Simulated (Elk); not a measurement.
Band structure of Pt3Ti (Pm-3m, 4 atoms in the cell).

```
Pt3Ti
1.0
    3.92000     0.00000     0.00000
    0.00000     3.92000     0.00000
    0.00000     0.00000     3.92000
Ti Pt
1 3
Cartesian
  0.00000   0.00000   0.00000
  0.00000   1.96000   1.96000
  1.96000   0.00000   1.96000
  1.96000   1.96000   0.00000
```

Computed with PBE, all-electron FP-LAPW, Elk's shipped species files, APW+lo basis with extra local orbitals run with Elk.

Settings: xctype = 20; rgkmax = 8; stype = 3; swidth = 0.00367493 Ha; ngridk = 6 6 6; gmaxvr = 18 1/bohr; lmaxapw = 10; lmaxo = 8; nxlo = 2; lorbcnd = true; lradstp = 2; nrmtscf = 2; lmaxi = 4.

The starting cell has typed, rounded lattice constants, without a prior relaxation at this level. Spin-orbit coupling is off. Spin polarisation is off. Values depend on the basis (sphere radii, cutoffs, local orbitals), which need not be converged.

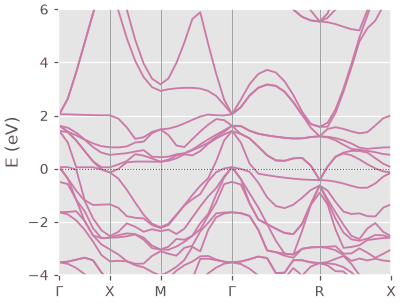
Figure: Bands along the path, energies from the Fermi level.

Levels in eV from the Fermi level, bands 48 to 55:
```csv
point,48,49,50,51,52,53,54,55
Γ,0.06,0.06,0.06,1.42,1.42,1.61,1.61,1.61
X,-2.60,-2.54,-1.34,-0.14,-0.14,0.05,0.52,0.81
M,-3.04,-2.35,-2.23,-2.20,0.26,0.26,0.43,1.48
R,-0.63,-0.63,-0.63,-0.43,-0.43,-0.43,1.22,1.22
```

Bands cross the Fermi level along this path, so the cell is metallic at this level.
